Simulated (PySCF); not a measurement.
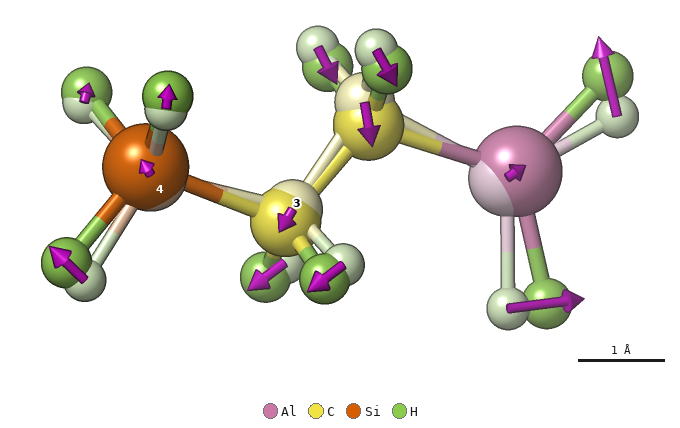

This is a relaxation of C2H9AlSi. The starting structure is drawn faded, the final one solid; purple arrows show the displacements, 2 times their true length. The two geometries are superimposed by the best rigid fit.

The picture is a ball-and-stick view, seen at a tilt.

The start comes from GFN2-xTB. Its atoms were then displaced at random by about 0.01 Å.

The calculation used PBE0-D3(BJ)/def2-SVP geometry optimisation, gas phase in PySCF. 

> Which element moves most?

Hydrogen: up to 0.50 Å, against 0.27 Å for carbon.

> What did the optimiser do to the structure, and how much energy did it gain?

The atom that moves furthest after the best rigid fit is an H atom (0.50 Å). By element the largest moves are H 0.50 Å, C 0.27 Å, Al 0.14 Å, Si 0.12 Å. Some distances before and after: Al–H 1.524 → 1.595 Å, Al–C 2.023 → 1.967 Å, C–Si 1.846 → 1.889 Å, Al–H 1.556 → 1.594 Å. Bond angles that change, for instance: Al–C–C 100.0° → 117.0°, Al–C–H 116.2° → 107.3°, Al–C–H 115.3° → 107.0°. The energy falls by 5.96 kcal/mol in 6 geometry steps. Cost: 25 s on 1 thread of Arm Neoverse V2, with other jobs on the host.
